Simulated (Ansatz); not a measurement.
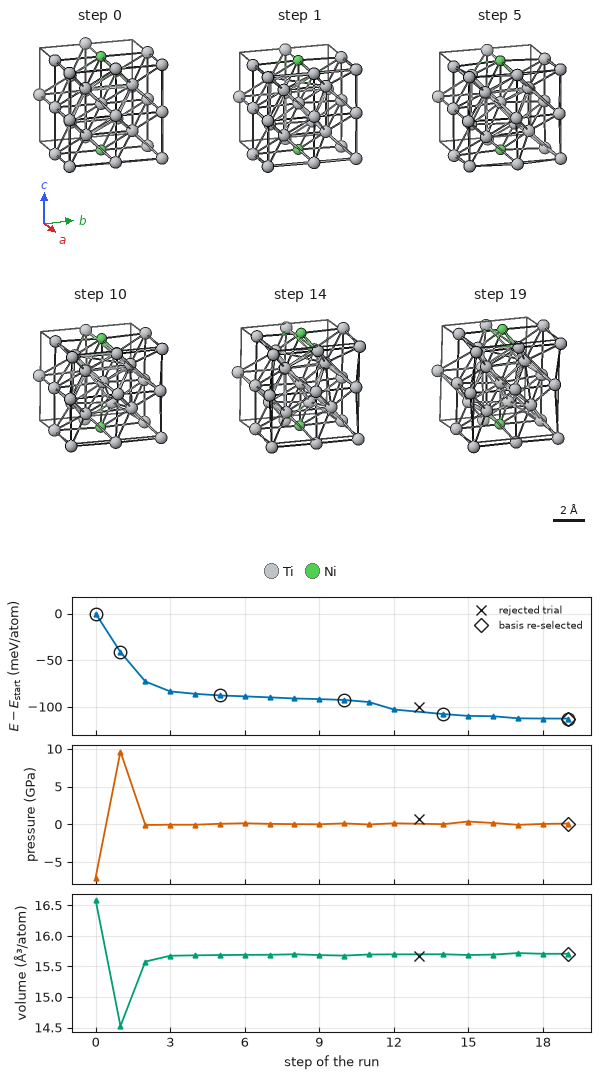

Frames of a relaxation of a crystal of Ti7Ni (a generated structure, set up in P1) (coarse preliminary run), marked on the history of the run. The picture is a ball-and-stick view of the cell of the calculation, seen slightly off an axis.

Case: elements placed on the bcc lattice with like neighbours.

The calculation used DFT PBEsol, scalar-relativistic, plane waves, PAW (Ansatz).

The input:
```yaml
crystal:
  lattice:
    - [6.42638844, 0.0, 0.0]
    - [0.0, 6.42638844, 0.0]
    - [0.0, 0.0, 6.42638844]
  atoms:
    - { symbol: Ti, position: [0.991218751, 0.9981456859, 0.000804188] }
    - { symbol: Ti, position: [0.5054412322, 0.9992714067, 0.0027537295] }
    - { symbol: Ti, position: [0.9978302959, 0.4948598529, 0.0041309648] }
    - { symbol: Ti, position: [0.001259273, 0.995471193, 0.5010064039] }
    - { symbol: Ti, position: [0.2468561087, 0.2513036684, 0.2477481892] }
    - { symbol: Ti, position: [0.4982333259, 0.0027543322, 0.5001076961] }
    - { symbol: Ti, position: [0.7535415802, 0.2546945915, 0.252595855] }
    - { symbol: Ti, position: [0.9992518037, 0.4960723535, 0.503730961] }
    - { symbol: Ti, position: [0.254018706, 0.7522969901, 0.249561154] }
    - { symbol: Ti, position: [0.2502883673, 0.2492017367, 0.7499114884] }
    - { symbol: Ti, position: [0.4972277098, 0.5010606695, 0.4963409074] }
    - { symbol: Ti, position: [0.7471349421, 0.7565742239, 0.2520112389] }
    - { symbol: Ti, position: [0.7511779208, 0.2474374312, 0.7514526926] }
    - { symbol: Ti, position: [0.7514244122, 0.756025737, 0.7469564642] }
    - { symbol: Ni, position: [0.4948825264, 0.5003935137, 0.9993609428], spin: 2.0 }
    - { symbol: Ni, position: [0.2510621603, 0.7448460118, 0.7511112947], spin: 2.0 }
  symmetry: { detect: false }
basis:
  ecutwfc: 420
kpoints:
  mp_grid: { grid: [2, 2, 2], shift: [0.5, 0.5, 0.5] }
hamiltonian:
  xc: pbesol
scf:
  occupations: { method: gaussian, width: 0.1 }
  lower_state_search: "off"
output:
  forces: true
  stress: true
  eigenvalues: true
  populations: true
magnetization:
  spin_polarized: true
relax:
  adjacent_minimum: "off"
  f_tol: 0.04
  max_steps: 50
  cell: { stress_tol: 0.3 }
```

Run as
```bash
ansatz run input.yaml --threads 4 --pin off --max-ram 9216MiB --backend cpu --events-out ev --progress --plain --runs-dir out
```

> What happens along the run?

The energy falls by 113 meV per atom in 17 accepted moves (19 points after the start). Largest force component: 0.65 eV/Å at the start, 0.024 eV/Å at the end. Pressure: −7.05 GPa at the start and 0.10 GPa at the end. The line search rejected the trial step at point 13 of the run. At 1 point the geometry stayed and the basis and grid were re-selected for the new cell (energy shift of 0.1 meV per atom at most each time). The atom that moves furthest relative to the cell is Ti10 (0.69 Å along [1 1 1]). Largest moves by element: Ti 0.69 Å, Ni 0.46 Å. The volume changes by −5.3 %, with a 6.426 → 6.591 Å (+2.6 %), b 6.426 → 5.825 Å (−9.4 %), c 6.426 → 6.573 Å (+2.3 %), α 90.0° → 88.0°, β 90.0° → 85.8°, γ 90.0° → 87.5°. Among the contacts that change: Ti10–Ti14 4.580 → 3.524 Å, Ti9–Ti10 4.557 → 3.512 Å, Ti3–Ti4 4.561 → 3.578 Å, Ti4–Ti11 4.501 → 3.574 Å. New bonds form, among them: Ti10–Ni16 (3.19 → 2.59 Å), Ti14–Ni16 (3.22 → 2.60 Å), Ti9–Ni16 (3.20 → 2.61 Å). The space group stays P1 (No. 1). The program noted that the starting moments weren't kept. The run may lie on a higher electronic state than the lowest, so the end point isn't shown to be the ground-state structure. From step 0 to 1: Ti atoms move most (0.17 Å), volume −12.4 %, energy −41.3 meV per atom. From step 1 to 5: Ti10 moves most (0.19 Å), volume +8.0 %, energy −46.5 meV per atom. From step 5 to 10: Ti9 moves most (0.26 Å), energy −4.9 meV per atom. From step 10 to 14: Ti and Ni atoms move most (0.28 Å), volume +0.1 %, energy −15.1 meV per atom. From step 14 to 19: Ti atoms move most (0.12 Å), energy −4.8 meV per atom.

Limits of the set-up: the k-point mesh is coarse for a cell with partly filled bands.
